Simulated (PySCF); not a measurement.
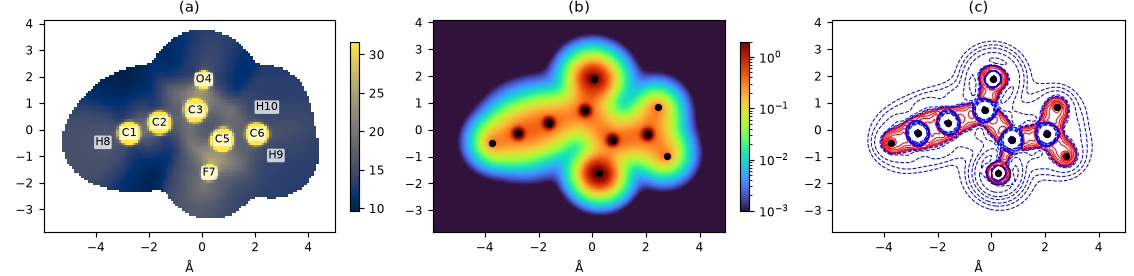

C$_{5}$H$_{3}$FO, SMILES `C#CC(=O)C(=C)F`. Three fields in the molecular plane. (c): solid red lines positive, dashed blue lines negative.

Computed with PySCF, PBE0/def2-SVP, geometry: GFN2-xTB. No frequency check shows the geometry to be a minimum.

Geometry (Å), atoms numbered from 1:

```
C1       2.5851    0.4524    0.0000
C2       1.4972   -0.0567    0.0000
C3       0.1987   -0.6683    0.0000
O4       0.0148   -1.8641    0.0000
C5      -0.9271    0.3079    0.0000
C6      -2.2059   -0.0433    0.0000
F7      -0.5647    1.6066    0.0000
H8       3.5345    0.9028    0.0000
H9      -2.9969    0.6853    0.0000
H10     -2.4617   -1.0873    0.0000
```

The panels show, in some order, the electron density, negative Laplacian of the density (−∇²ρ) and average local ionisation energy. Which is which?

(a) is the average local ionisation energy: it is high near the heavier nuclei and lowest where loosely bound electrons reach out. (b) is the electron density: it is positive everywhere and peaks at the nuclei. (c) is the negative Laplacian of the density (−∇²ρ): shells alternate in sign around each nucleus and valence concentrations outline the bonding and non-bonding pairs.
